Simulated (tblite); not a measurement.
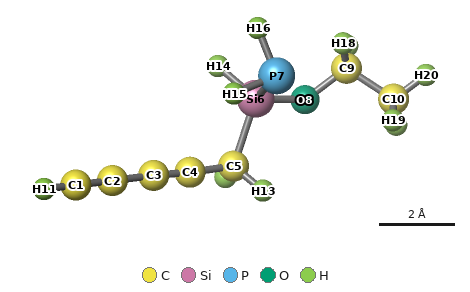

The input geometry (ball-and-stick view, seen at a tilt; atoms are numbered from 1 in the order of the input).

Frequency calculation of C$_{7}$H$_{11}$OPSi

- system: C$_{7}$H$_{11}$OPSi
- method: GFN2-xTB harmonic vibrations, gas phase (tblite 0.8.0)

It belongs to a series of runs on one base structure; here: CH2 inserted into a O-C bond.

Input
```
{"job": {"kind": "ir", "xc": "GFN2-xTB", "basis": "xTB"}, "charge": 0, "multiplicity": 1}
C      5.801075    -0.800269     0.007569
C      4.680124    -0.388022    -0.148843
C      3.415369     0.074854    -0.326211
C      2.306000     0.519819    -0.500166
C      0.965310     0.990343    -0.680237
Si    -0.294531    -0.421745    -0.408864
P     -0.166485    -1.201486     1.696446
O     -1.726561     0.304620    -0.619675
C     -2.963792    -0.041289    -0.058727
C     -3.571106     1.163220     0.642704
H      6.777585    -1.155842     0.142094
H      0.850899     1.387932    -1.689576
H      0.770728     1.805826     0.020791
H     -0.108482    -1.472964    -1.421488
H      1.207077    -1.336770     1.697304
H     -0.359656    -2.531983     1.362957
H     -3.615760    -0.386490    -0.869134
H     -2.830541    -0.865201     0.654995
H     -2.926899     1.473399     1.461496
H     -4.551896     0.910558     1.035251
H     -3.667377     1.988434    -0.058115
```

The first line tells a small driver script what to run in tblite; the rest is the geometry in Å.

Launch command:
```bash
OMP_NUM_THREADS=1 python <driver script> task.json out
```

What the program printed
```
mode    cm-1     km/mol
  1     -25.9      0.57
  2      17.7      0.06
  3      35.9      0.26
  4      59.9      0.90
  5      96.4      0.76
  6     101.3     12.56
  7     113.1      3.17
  8     141.6      2.09
  9     169.8      0.70
 10     196.8     12.13
 11     206.8      1.58
 12     269.0      0.69
 13     293.8      3.37
 14     350.1      1.71
 15     363.4      4.22
 16     371.7      3.00
 17     390.5      1.95
 18     466.7     29.93
 19     603.3    148.98
 20     626.0      8.29
 21     632.3      6.88
 22     659.6     77.07
 23     686.6     17.74
 24     705.5     17.50
 25     716.7     52.14
 26     756.8     61.55
 27     763.1    181.21
 28     788.4    143.89
 29     829.4      0.72
 30     996.7     57.04
 31    1090.8     14.52
 32    1092.4      8.51
 33    1135.6    190.22
 34    1143.1      8.69
 35    1153.5    161.10
 36    1166.6      4.60
 37    1243.7     62.38
 38    1263.5      2.97
 39    1341.6      9.93
 40    1397.5     12.72
 41    1421.4      4.67
 42    1474.2      3.77
 43    1475.8      0.84
 44    1490.5      3.00
 45    2170.7    253.36
 46    2219.6      1.50
 47    2304.3    116.19
 48    2348.1    135.57
 49    2398.0    130.41
 50    2880.1     61.51
 51    2919.1     52.10
 52    2946.1     28.86
 53    2971.0     30.39
 54    3044.7     19.56
 55    3047.1     16.81
 56    3050.6     29.20
 57    3407.1      8.76
```

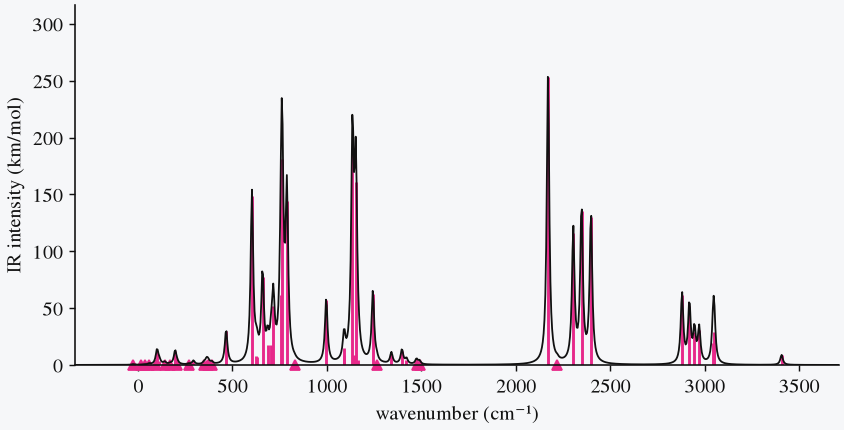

Harmonic infrared spectrum, unscaled: sticks (degenerate modes added up, dark ones marked on the axis) with a Lorentzian envelope of 16 cm⁻¹ full width, scaled to the tallest stick; imaginary modes are drawn at negative wavenumbers. 57 modes from 26i to 3407 cm⁻¹, 1 imaginary beyond 8i (26i cm⁻¹): not a clean minimum; so soft a mode can be a shallow saddle, an incomplete relaxation or noise of the force constants. The strongest line is at 2171 cm⁻¹ (253 km/mol).

Key numbers

```csv
quantity,value
outcome,converged
total energy,−784.2258 eV
zero-point energy,94.3590 kcal/mol
hardware,"1 CPU thread, shared host"
wall time,1.1 s
peak memory,0.19 GiB
```
